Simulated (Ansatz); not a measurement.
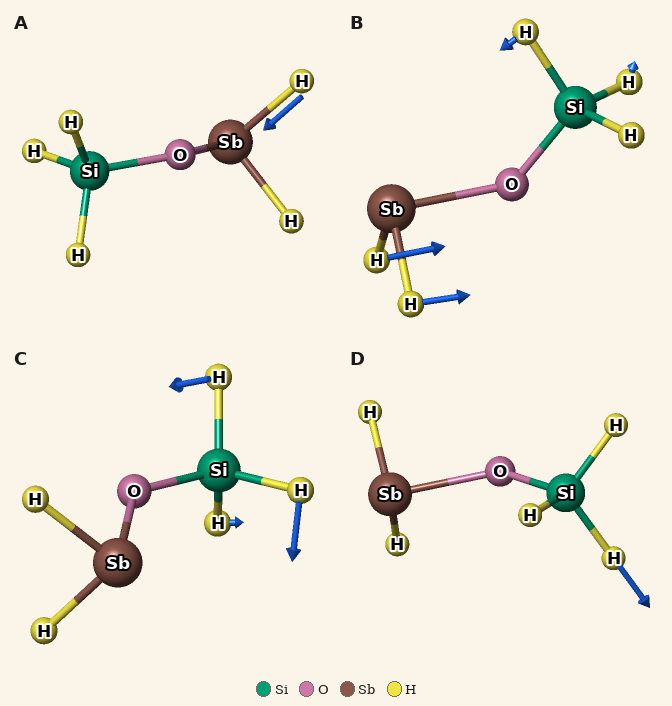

4 normal modes of one molecule or complex, as arrows. Harmonic vibrations computed with RKS PBE0-D4/def2-TZVP, core potentials on Sb (Ansatz 0.2.0) at a stationary point of the same level.

Match the panels to the wavenumbers 666 cm⁻¹, 949 cm⁻¹, 1952 cm⁻¹, 2213 cm⁻¹.

Answer. A: 1952 cm⁻¹, Sb–H stretching
B: 666 cm⁻¹, H–Sb–O bending
C: 949 cm⁻¹, H–Si–H bending
D: 2213 cm⁻¹, Si–H stretching
